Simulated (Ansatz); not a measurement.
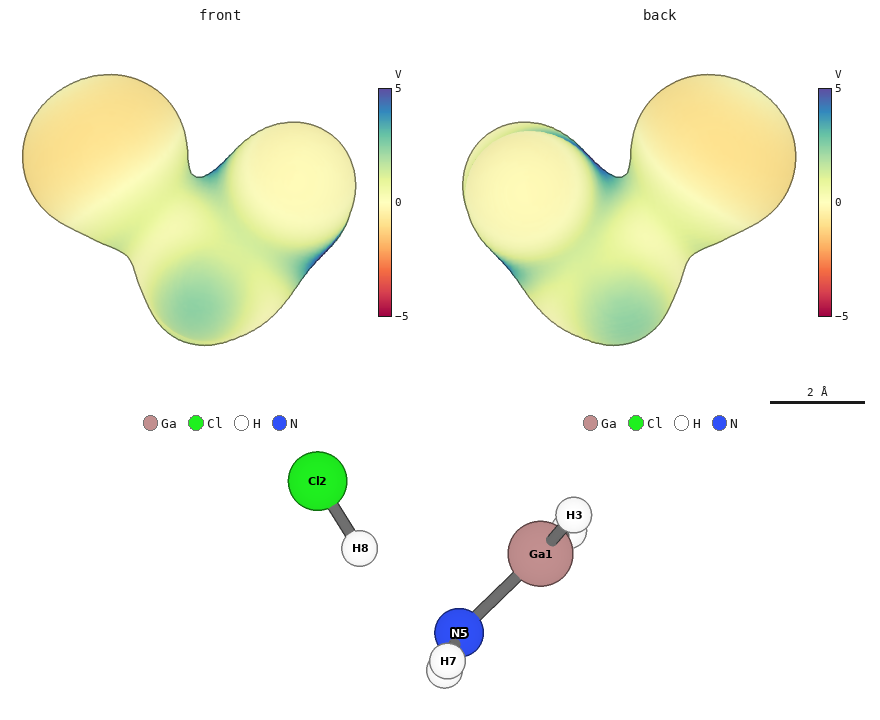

The picture shows: GaH$_{4}$N···HCl. The molecular electrostatic potential painted on the density surface at 0.004 e/bohr³, seen from the front and from behind; the colour scale runs from red (negative) to blue (positive). The bare structure is drawn below in the same view.

All numbers below come from RHF/def2-SVP in Ansatz 0.2.0.

Input

```
crystal:
  periodic: [false, false, false]
  atoms:
    - { symbol: Ga, position_ang: [0.075241, -0.503845, -0.36008] }
    - { symbol: Cl, position_ang: [-0.140852, 0.183042, 3.004023] }
    - { symbol: H, position_ang: [1.444904, 0.221548, -0.580122] }
    - { symbol: H, position_ang: [-1.333478, -0.013472, -0.837833] }
    - { symbol: "N", position_ang: [0.115173, -2.173341, 0.542023] }
    - { symbol: H, position_ang: [-0.655263, -2.811958, 0.465308] }
    - { symbol: H, position_ang: [0.974296, -2.683774, 0.633494] }
    - { symbol: H, position_ang: [-0.09122, -1.0345, 2.477788] }
basis:
  gaussian: { orbitals: def2-SVP }
hamiltonian:
  xc: hf
relax:
  f_tol: 0.03
  max_steps: 50
output:
  orbitals: {}
```

Run with:

```sh
ansatz run input.yaml --threads 1 --pin off --max-ram 2048MiB --backend cpu --events-out ev --progress --plain --runs-dir out
```

The fields are those of the run's last geometry, not of the input's.

Which sites attract a positive test charge, and which a negative one?

A positive charge is drawn to the negative regions and a negative charge to the positive ones. The most negative region (about −0.9 V) lies over Cl2, the most positive (about +4.8 V) over Ga1.
